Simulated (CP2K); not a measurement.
Consider 4-fluorocarbonylpyridine at its PBE geometry (Å).

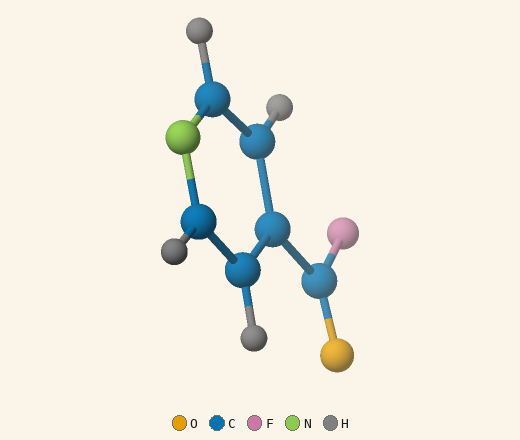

The molecule (oxygen orange, carbon blue, fluorine pink, nitrogen green, hydrogen grey).

```xyz
13

O     2.7150   -1.2528    0.4383
C     2.1189   -0.2628    0.1168
F     2.8247    0.8759   -0.2347
C     0.6510   -0.0670    0.0336
C     0.0626    1.1529   -0.3223
C    -1.3332    1.2239   -0.3722
N    -2.1497    0.1903   -0.1007
C    -1.5643   -0.9731    0.2440
C    -0.1831   -1.1544    0.3270
H     0.6743    2.0219   -0.5547
H    -1.8239    2.1604   -0.6461
H    -2.2411   -1.8018    0.4630
H     0.2487   -2.1136    0.6081
```

Method: CP2K XAS_TDP, all-electron GAPW, PBEh(45%), aug-cc-pVDZ, TDA, no relativity.

Q: Predict the bright core excitations at the O K edge.

Leading lines: O1 526.87 eV. The leading line of an atom is its first one with 35 % of the strongest within 2.5 eV of its lowest line over the strength cut. 

The first six lines of each atom with a strength over 0.0015:

```csv
atom,energy (eV),states,"strength, one atom"
O1 (bonded to C),526.87,1,0.0392
,532.23,1,0.0040
,533.19,1,0.0048
,533.93,1,0.0034
,534.57,1,0.0039
,535.09,1,0.0034
```

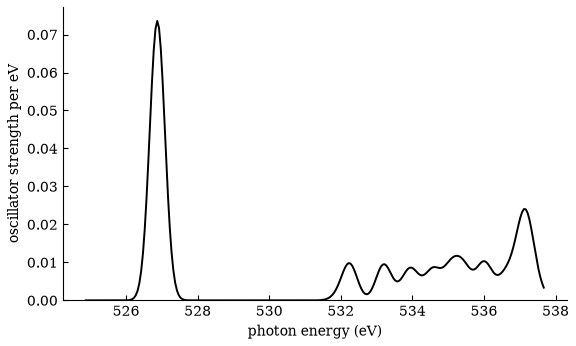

All atoms added, broadened by 0.5 eV.

Lines are vertical, at one geometry, with no vibrational structure. Without a correction of the core level, line positions, and the gaps between valence and Rydberg lines, follow the share of exact exchange. At this level such K lines come out 3 to 6 eV under measured ones. These values hold no scalar relativity, about 0.4 eV for O 1s. Rydberg lines, and the discretised continuum above threshold, depend on the basis and the box.

[Banner, clock and machine lines of the logs are left out without a mark of their own.]

[Logs are printed without paths, hosts, clocks, repeated set-up lines and the standing remarks that a program may print on its own settings, such as how far it seeks lower states.]

[Hosts, paths, dates, database ids (printed as entryN), source tags and the programs' standing remarks are cut or masked in the printed files.]
